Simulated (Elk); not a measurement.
# TePb: optical spectrum from first principles

Aim: the dielectric function of TePb, and the optical constants that follow from it.

Program: Elk 11.2.3 (patched build). Level of theory: DFT, PBE, all-electron APW+lo, Dirac cores, scalar-relativistic bands, independent-particle optical response without local fields. Results are calculated unless marked as measured.

## Step 1: The starting structure

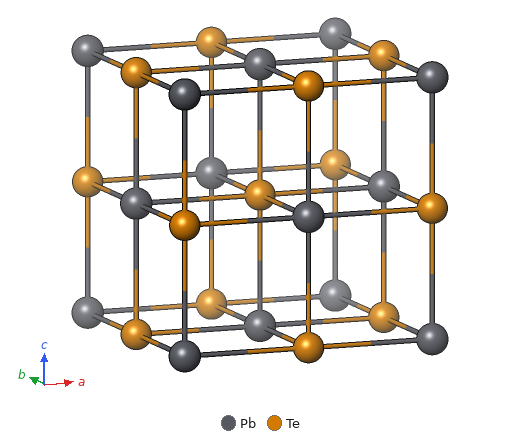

Start, viewed slightly off an axis; lead dark grey, tellurium orange. This picture shows the conventional cell, with its axes. Some periodic images of atoms are drawn too.

## Step 2: Ground state

The self-consistent density comes first; it also tells whether there is a gap, which decides the occupations and the need for a Drude term.

This step: DFT, PBE, all-electron APW+lo, Dirac cores, scalar-relativistic bands, ground state (Elk 11.2.3 (patched build)).

Contents of elk.in:

```
tasks
  0
  120

xctype
  20

nempty
  14

lorbcnd
  .true.

rgkmax
  7.0

swidth
  0.0018375

maxscl
  100

epsengy
  1e-05

sppath
  './'

avec
  0.000000000000 6.105705108666 6.105705108666
  6.105705108666 0.000000000000 6.105705108666
  6.105705108666 6.105705108666 0.000000000000

atoms
  2
  'Pb.in'
  1
  0.000000000000 0.000000000000 0.000000000000   0.000 0.000 0.000
  'Te.in'
  1
  0.500000000000 0.500000000000 0.500000000000   0.000 0.000 0.000

ngridk
  9 9 9
```

Run with:

```bash
> OMP_NUM_THREADS=4 elk
```

Numbers of over 12 decimals in the logs are rounded to 6 here.

The log of the run:

```text
┌─────────────────────────┐
│ Elk code version 11.2.3 │
└─────────────────────────┘

All units are atomic (Hartree, Bohr, etc.)

┌─────────────────────────────────────────────────┐
│ Ground-state run starting from atomic densities │
└─────────────────────────────────────────────────┘

Lattice vectors :
   0.000000000       6.105705109       6.105705109
   6.105705109       0.000000000       6.105705109
   6.105705109       6.105705109       0.000000000

Reciprocal lattice vectors :
 -0.5145339642      0.5145339642      0.5145339642
  0.5145339642     -0.5145339642      0.5145339642
  0.5145339642      0.5145339642     -0.5145339642

Unit cell volume      :    455.2369142
Brillouin zone volume :   0.5448815896

Muffin-tin inner radius fraction :   0.1000000000E-01

Nuclei treated as point charges

Species : 1 (Pb)
 parameters loaded from : Pb.in
 name : lead
 nuclear charge    :   -82.00000000
 electronic charge :    82.00000000
 atomic mass :    377702.4943
 muffin-tin radius :    2.800000000
 number of radial points in muffin-tin :   1393
 inner part over the whole radius :   0.9993555083E-02
 number on inner part of muffin-tin    :   1001
 approximate nuclear radius :   0.1047603524E-03
 number of mesh points to nuclear radius :    525
 atomic positions (lattice), magnetic fields (Cartesian) :
  1 :   0.00000000  0.00000000  0.00000000    0.00000000  0.00000000  0.00000000

Species : 2 (Te)
 parameters loaded from : Te.in
 name : tellurium
 nuclear charge    :   -52.00000000
 electronic charge :    52.00000000
 atomic mass :    232600.5708
 muffin-tin radius :    2.600000000
 number of radial points in muffin-tin :   1193
 inner part over the whole radius :   0.9992174838E-02
 number on inner part of muffin-tin    :    851
 approximate nuclear radius :   0.8944870508E-04
 number of mesh points to nuclear radius :    430
 atomic positions (lattice), magnetic fields (Cartesian) :
  1 :   0.50000000  0.50000000  0.50000000    0.00000000  0.00000000  0.00000000

Total number of atoms per unit cell :    2
Total muffin-tin volume :    165.5744992
 ratio of muffin-tin to unit cell volume :   0.3637106176

Spin treatment :
 spin-unpolarised

Number of Bravais lattice symmetries :   48
Number of crystal symmetries         :   48
Crystal has inversion symmetry
Real symmetric eigensolver will be used

k-point grid :      9     9     9
k-point offset :    0.000000000       0.000000000       0.000000000
k-point set is reduced with full crystal symmetry group
Total number of k-points :       35

Muffin-tin radius times maximum |G+k| :    7.000000000
 using average radius
Maximum |G+k| for APW functions       :    2.592592593
Maximum (1/2)|G+k|²                   :    3.360768176
Maximum |G| for potential and density :    12.00000000
Constant for pseudocharge density :    8
 order of it for each species :   15  15
 order of it for pair densities of each species (exact exchange by exxq0 0: 15) :   10   9
Radial integration step length :    1

G-vector grid sizes :     35    35    35
Number of G-vectors :    13323

Maximum angular momentum used for
 APW functions            :    8
 outer part of muffin-tin :    6
 inner part of muffin-tin :    2

Total nuclear charge    :   -134.0000000
Total core charge       :    104.0000000
Total valence charge    :    30.00000000
Total excess charge     :    0.000000000
Total electronic charge :    134.0000000

Effective Wigner radius, rₛ :   0.9325698152

Number of empty states         :     28
Total number of valence states :     44
Total number of core states    :    104

Conduction state local-orbitals added automatically
Third-order local-orbitals added for an l without core states : F
Total number of local-orbitals :    128

Exchange-correlation functional :     20     0     0
 Perdew-Burke-Ernzerhof, Phys. Rev. Lett. 77, 3865 (1996)
 gradient requirement :    1
 generalised gradient approximation (GGA)

Smearing type :    3
 Fermi-Dirac
Smearing width :   0.1837500000E-02
Effective electronic temperature (K) :    580.2366081

Mixing type :    3
 Broyden mixing, J. Phys. A: Math. Gen. 17, L317 (1984)

Kohn-Sham potential initialised from atomic data

┌──────────────────────────────┐
│ Self-consistent loop started │
└──────────────────────────────┘

┌─────────────────┐
│ Loop number : 1 │
└─────────────────┘

Energies :
 Fermi                       :     0.75859039417276E-01
 sum of occupied eigenvalues :     -17091.189265778
 electron kinetic            :      31558.292459104
 core electron kinetic       :      31261.734871721
 Coulomb                     :     -58717.961398061
 Coulomb potential           :     -47897.220357280
 nuclear-nuclear             :     -2150.4200062239
 electron-nuclear            :     -65272.222522968
 Hartree                     :      8704.6811311308
 Madelung                    :     -34769.351219421
 xc potential                :     -752.26136760172
 exchange                    :     -558.64263338794
 correlation                 :     -7.861599
 electron entropic           :    -0.78291493074228E-07
 total energy                :     -27726.173171224

Density of states at Fermi energy :   0.2219192794E-02
 (states/Hartree/unit cell)

Estimated indirect band gap :   0.3421780714E-01
 from k-point 5 to k-point 5
Estimated direct band gap   :   0.3421780714E-01
 at k-point 5

Charges :
 core                        :    104.0000000
 valence                     :    30.00000000
 interstitial                :    3.856099552
 muffin-tins (core leakage)
  species : 1 (Pb)
   atom 1                    :    80.07935313     (  0.1220391145E-02)
  species : 2 (Te)
   atom 1                    :    50.06454732     (  0.4034631286E-03)
 total in muffin-tins        :    130.1439004
 total calculated charge     :    133.9983743
 total charge                :    134.0000000
 error                       :   0.1625717596E-02

┌─────────────────┐
│ Loop number : 2 │
└─────────────────┘

Energies :
 Fermi                       :     0.76880060839218E-01
 sum of occupied eigenvalues :     -17091.083721835
 electron kinetic            :      31557.336020637
 core electron kinetic       :      31260.955648882
 Coulomb                     :     -58717.965039073
 Coulomb potential           :     -47897.173737168
 nuclear-nuclear             :     -2150.4200062239
 electron-nuclear            :     -65272.274302227
 Hartree                     :      8704.7292693787
 Madelung                    :     -34769.378170488
 xc potential                :     -751.24600530411
 exchange                    :     -558.64309790449
 correlation                 :     -7.861625
 electron entropic           :    -0.79028155274935E-07
 total energy                :     -27727.133741837

Density of states at Fermi energy :   0.2241620037E-02
 (states/Hartree/unit cell)

Estimated indirect band gap :   0.3418294944E-01
 from k-point 5 to k-point 5
Estimated direct band gap   :   0.3418294944E-01
 at k-point 5

Charges :
 core                        :    104.0000000
 valence                     :    30.00000000
 interstitial                :    3.856191336
 muffin-tins (core leakage)
  species : 1 (Pb)
   atom 1                    :    80.08165636     (  0.1219475348E-02)
  species : 2 (Te)
   atom 1                    :    50.06215230     (  0.4035162838E-03)
 total in muffin-tins        :    130.1438087
 total calculated charge     :    133.9983752
 total charge                :    134.0000000
 error                       :   0.1624847161E-02

RMS change in Kohn-Sham potential (target) :   0.1612826350     (  0.1000000000E-05)
Absolute change in total energy (target)   :   0.9605706134     (  0.1000000000E-04)

[... 14 loops left out ...]

┌──────────────────┐
│ Loop number : 17 │
└──────────────────┘

Energies :
 Fermi                       :     0.193366
 sum of occupied eigenvalues :     -17076.781083905
 electron kinetic            :      31558.215984509
 core electron kinetic       :      31260.412065050
 Coulomb                     :     -58717.280434637
 Coulomb potential           :     -47894.111018472
 nuclear-nuclear             :     -2150.4200062239
 electron-nuclear            :     -65273.767906002
 Hartree                     :      8706.9074775889
 Madelung                    :     -34770.224925401
 xc potential                :     -740.88604994150
 exchange                    :     -558.66128738060
 correlation                 :     -7.862380
 electron entropic           :    -0.11220080122557E-06
 total energy                :     -27725.588117992

Density of states at Fermi energy :   0.3203694672E-02
 (states/Hartree/unit cell)

Estimated indirect band gap :   0.3313540510E-01
 from k-point 5 to k-point 5
Estimated direct band gap   :   0.3313540510E-01
 at k-point 5

Charges :
 core                        :    104.0000000
 valence                     :    30.00000000
 interstitial                :    3.820055078
 muffin-tins (core leakage)
  species : 1 (Pb)
   atom 1                    :    80.21396606     (  0.1173128333E-02)
  species : 2 (Te)
   atom 1                    :    49.96597886     (  0.4007270801E-03)
 total in muffin-tins        :    130.1799449
 total calculated charge     :    133.9984220
 total charge                :    134.0000000
 error                       :   0.1578010767E-02

RMS change in Kohn-Sham potential (target) :   0.8654443645E-08 (  0.1000000000E-05)
Absolute change in total energy (target)   :   0.2350603609E-05 (  0.1000000000E-04)

Convergence targets achieved

┌──────────────────┐
│ Loop number : 18 │
└──────────────────┘

Energies :
 Fermi                       :     0.193366
 sum of occupied eigenvalues :     -17076.781083968
 electron kinetic            :      31558.215984490
 core electron kinetic       :      31260.412065024
 Coulomb                     :     -58717.280434643
 Coulomb potential           :     -47894.111018477
 nuclear-nuclear             :     -2150.4200062239
 electron-nuclear            :     -65273.767905985
 Hartree                     :      8706.9074775659
 Madelung                    :     -34770.224925404
 xc potential                :     -740.88604998129
 exchange                    :     -558.66128737963
 correlation                 :     -7.862380
 electron entropic           :    -0.11220082161776E-06
 total energy                :     -27725.588118014

Density of states at Fermi energy :   0.3203695305E-02
 (states/Hartree/unit cell)

Estimated indirect band gap :   0.3313540442E-01
 from k-point 5 to k-point 5
Estimated direct band gap   :   0.3313540442E-01
 at k-point 5

Charges :
 core                        :    104.0000000
 valence                     :    30.00000000
 interstitial                :    3.820055080
 muffin-tins (core leakage)
  species : 1 (Pb)
   atom 1                    :    80.21396606     (  0.1173128333E-02)
  species : 2 (Te)
   atom 1                    :    49.96597886     (  0.4007270809E-03)
 total in muffin-tins        :    130.1799449
 total calculated charge     :    133.9984220
 total charge                :    134.0000000
 error                       :   0.1578010768E-02

┌──────────────────────────────┐
│ Self-consistent loop stopped │
└──────────────────────────────┘

Warning : core states of species 1 leak from the muffin-tin :   0.1173128333E-02

Warning : core states of species 2 leak from the muffin-tin :   0.4007270809E-03

Wrote STATE.OUT
```

Run time: 12 s. Hardware: 4 threads of Arm Neoverse V1, shared host; peak memory 0.1 GiB; 37 s of CPU time.

This step gave:

```
total energy           : -27726 Ha
Fermi energy           : 5.262 eV
DOS at the Fermi level : 1.18e-4 states/eV/cell
gap on the k-mesh      : 0.9017 eV
direct gap on the mesh : 0.9017 eV
```

There is a gap, 0.90 eV on this mesh (points off the mesh can give less), so no carriers' term is needed.

## Step 3: Independent particles

With the density converged, the vertical transitions are summed over the zone.

This step: DFT, PBE, all-electron APW+lo, Dirac cores, scalar-relativistic bands, independent-particle optical response without local fields (Elk 11.2.3 (patched build)).

elk.in: that of step 2 with these lines changed.

```diff
@@ -1,4 +1,6 @@
 tasks
-  0
-  120
+  121
+
+optcomp
+  1 1
 
@@ -17,9 +19,7 @@
 swidth
-  0.0018375
+  0.0073499
 
-maxscl
-  100
-
-epsengy
-  1e-05
+wplot
+  400 100 0
+  0.0 0.80849
```

Run with:

```bash
> OMP_NUM_THREADS=4 elk
```

The log of the run:

```text
┌─────────────────────────────────┐
│ Elk code version 11.2.3 started │
└─────────────────────────────────┘

Info(readinput): the functional depends on the density's gradient
 muffin-tin radial points multiplied by    2.00000
 (not where nrmtscf is given)

┌────────────────────┐
│ Current task : 121 │
└────────────────────┘

Info(dielectric):
 dielectric tensor written to EPSILON_ij.OUT
 optical conductivity written to SIGMA_ij.OUT
 for components
  i = 1, j = 1

┌──────────────────┐
│ Elk code stopped │
└──────────────────┘
```

The job ended after 1.7 s (4 threads; peak memory 0.04 GiB).

Numbers from this step:

```
electronic dielectric constant ε∞, mean over x, y and z (by symmetry where fewer were run) : 28.57
centre of weight of the strongest loss peak in the window                                  : 14.91 eV
```

The Im ε, E ∥ x has structure finer than the step of the table below, so its rows give means over 2 eV, whole bins alone (the curve runs from 0 to 21.9 eV). Peaks (eV: height): 1.9: 61.8.

Sum at mesh points, not converged in k; values under the direct gap are tails of Lorentzian lines. The Im ε, E ∥ x by photon energy; means over each step:

| photon energy (eV) | Im ε, E ∥ x |
| --- | --- |
| 2 | 32.3 |
| 4 | 5.72 |
| 6 | 3.84 |
| 8 | 2.70 |
| 10 | 1.49 |
| 12 | 0.755 |
| 14 | 0.449 |
| 16 | 0.293 |
| 18 | 0.392 |
| 20 | 0.391 |

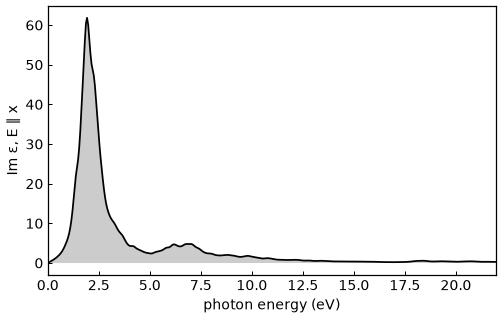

Im ε, E ∥ x against photon energy.

The reflectivity at normal incidence, E ∥ x has structure finer than the step of the table below, so its rows give means over 2 eV, whole bins alone (the curve runs from 0 to 21.9 eV). Peaks (eV: height): 2.8: 74.6, 7.6: 49.2, 11.2: 44.0.

Sum at mesh points, not converged in k. Table of reflectivity at normal incidence, E ∥ x by photon energy; means over each step:

| photon energy (eV) | reflectivity at normal incidence, E ∥ x (%) |
| --- | --- |
| 2 | 65.6 |
| 4 | 64.6 |
| 6 | 32.0 |
| 8 | 43.6 |
| 10 | 39.2 |
| 12 | 37.4 |
| 14 | 25.7 |
| 16 | 11.0 |
| 18 | 3.73 |
| 20 | 4.27 |

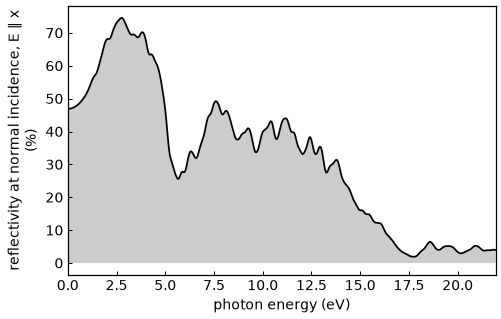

Reflectivity at normal incidence, E ∥ x, plotted against photon energy.

The loss function −Im 1/ε at q → 0, E ∥ x has structure finer than the step of the table below, so its rows give means over 1 eV, whole bins alone (the curve runs from 0 to 21.9 eV). Peaks (eV: height): 14.6: 2.66, 18.6: 1.25, 21.0: 1.15.

Sum at mesh points, not converged in k; values under the direct gap are tails of Lorentzian lines. Loss function −Im 1/ε at q → 0, E ∥ x against energy loss; means over each step:

| energy loss (eV) | loss function −Im 1/ε at q → 0, E ∥ x |
| --- | --- |
| 1 | 0.00529 |
| 2 | 0.0165 |
| 3 | 0.0371 |
| 4 | 0.0782 |
| 5 | 0.241 |
| 6 | 0.251 |
| 7 | 0.197 |
| 8 | 0.263 |
| 9 | 0.379 |
| 10 | 0.439 |
| 11 | 0.578 |
| 12 | 0.900 |
| 13 | 1.39 |
| 14 | 2.18 |
| 15 | 2.48 |
| 16 | 2.10 |
| 17 | 0.950 |
| 18 | 0.761 |
| 19 | 1.09 |
| 20 | 0.936 |
| 21 | 1.01 |

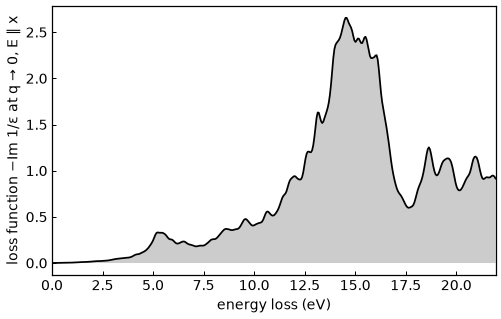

Loss function −Im 1/ε at q → 0, E ∥ x against energy loss.

Optical constants at common wavelengths, from n + ik = √ε:

| wavelength (nm) | n | k | R (%) | 1/α |
| --- | --- | --- | --- | --- |
| 1064 | 6.49 | 0.858 | 54.3 | 99 nm |
| 800 | 6.97 | 2.140 | 59.1 | 30 nm |
| 532 | 3.98 | 5.456 | 70.8 | 7.8 nm |
| 450 | 1.97 | 4.708 | 74.6 | 7.6 nm |
| 365 | 1.29 | 3.409 | 69.5 | 8.5 nm |
| 308 | 0.83 | 2.599 | 67.1 | 9.4 nm |
| 193 | 1.33 | 1.592 | 33.2 | 9.6 nm |

Below the direct gap, k and the depth come from the tails of the Lorentzian lines, not from transitions.

## Step 4: Summary of results

* electronic dielectric constant ε∞, mean over x, y and z (by symmetry where fewer were run) (independent particles): 28.6
* centre of weight of the strongest loss peak in the window, first axis: 14.9 eV

At this level (PBE, independent particles) TePb has ε∞ = 28.6 and n = 5.82 at 1550 nm. On the mesh the gap is 0.90 eV and the least direct gap 0.90 eV. Excitons and phonon-assisted transitions are missing, and so are local fields; PBE gaps are as a rule too small, which pulls the onset down and ε∞ up, while the missing spin-orbit coupling works the other way with such heavy atoms. Spin-orbit coupling is left out although heavy atoms are present. The sum runs over mesh points 0.19 Å⁻¹ apart with no interpolation, so peaks are partly noise of the mesh; over so small a direct gap single mesh points weigh heavily, so ε∞, n and their changes from run to run can be far off.

[Machine, clock and banner lines and Python warnings are left out of the logs.]

[Logs are printed without paths, hosts, clocks, repeated set-up lines and the standing remarks that a program may print on its own settings, such as how far it seeks lower states.]

[Hosts, paths, dates, database ids (printed as entryN), source tags and the programs' standing remarks are cut or masked in the printed files.]
